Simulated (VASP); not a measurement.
Consider the following.

```
CELL_PARAMETERS angstrom
      4.54639    -2.23713     0.14514
      4.54639     2.23713     0.14514
      3.32815     0.00000     3.82347
ATOMIC_POSITIONS crystal
  Sb 0.22613 0.22613 0.22613
  Sb 0.77387 0.77387 0.77387
```

Level of theory: vdW-DF2, VASP's PBE PAW potentials (set 64) (plane waves; VASP). Run with 520 eV cut-off, 11×11×11 Γ-centred mesh, tetrahedra with Blöchl corrections, potentials Sb.

Unless said otherwise, spin-orbit coupling is left out, though it shifts the bands of the heavy elements here.

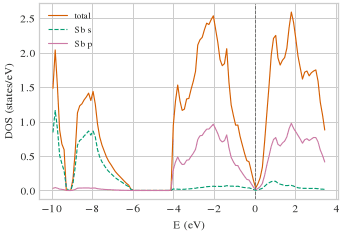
Figure. Total and projected density of states, zero at the Fermi level

Within 2 eV below the Fermi level the largest weight inside VASP's projection spheres is Sb p.

It has no gap at this level: it comes out as a metal or semimetal.

The compound is Sb in the a7 structure. It was relaxed first, which changed the volume by +25 %.
